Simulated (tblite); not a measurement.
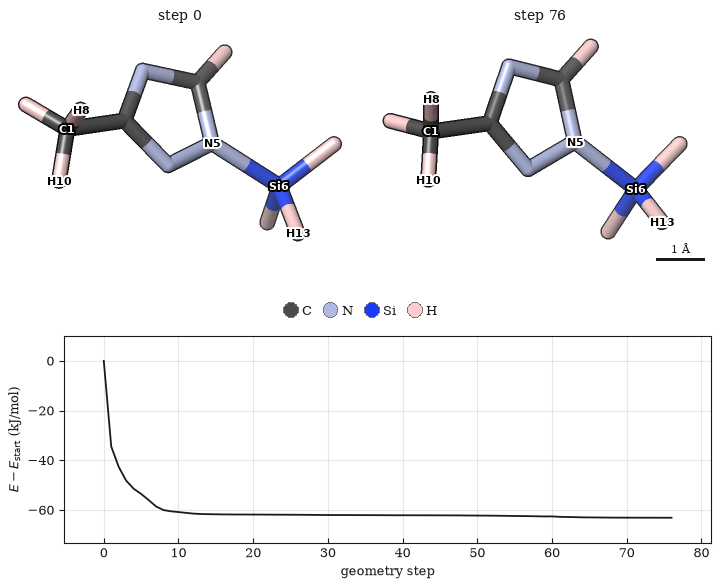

First and last geometry of a relaxation of C₃H₇N₃Si, with the history of the run. The picture is a stick view, seen at a tilt.

Theory: tblite, GFN2-xTB geometry optimisation, gas phase. 

Read the history and describe the run.

It converged. The largest move after the best rigid fit is that of an H atom, 0.55 Å. By element the largest moves are H 0.55 Å, C 0.27 Å, N 0.27 Å, Si 0.10 Å. Among the contacts that change: C–N 1.366 → 1.302 Å, C–H 1.130 → 1.086 Å, C–N 1.350 → 1.310 Å, N–Si 1.791 → 1.756 Å. Among the angles between lasting bonds that change: C–N–Si 126.1° → 134.3°, H–Si–H 105.1° → 113.0°, C–N–C 111.0° → 103.5°. Groups turn about C–C by about 30°, N–Si by about 25°. Over 76 geometry steps the energy falls by 63.1 kJ/mol.
